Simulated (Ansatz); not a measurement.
**How basis sets differ on LiBr (SMILES [Li][Br])**

LiBr, singlet, SMILES `[Li][Br]`. Each level relaxes the structure for itself.

Each level gives the harmonic wavenumber (cm⁻¹). The values are calculated.

Measured value to compare with: Huber and Herzberg, Constants of Diatomic Molecules gives the harmonic wavenumber of the gas as 563 cm⁻¹.

| level | kind | program | value (cm⁻¹) | computed − measured |
| --- | --- | --- | --- | --- |
| HF/STO-3G | Hartree–Fock | Ansatz | 774 | +211 |
| HF/3-21G | Hartree–Fock | Ansatz | 576 | +13 |
| HF/6-31G* (Cartesian functions) | Hartree–Fock | Ansatz | 551 | -12 |
| HF/cc-pVTZ | Hartree–Fock | Ansatz | 562 | -1 |

Nearest: HF/cc-pVTZ (-1 cm⁻¹); farthest: HF/STO-3G (+211 cm⁻¹). All-electron rows without a relativistic Hamiltonian named are non-relativistic. Harmonic and unscaled.

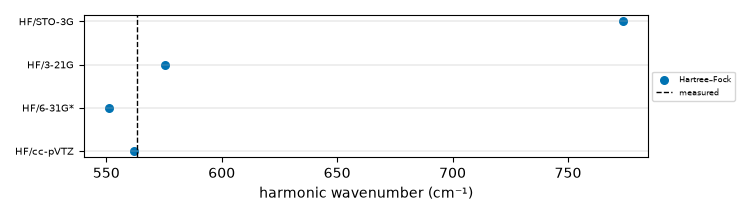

The values of the table, level by level.
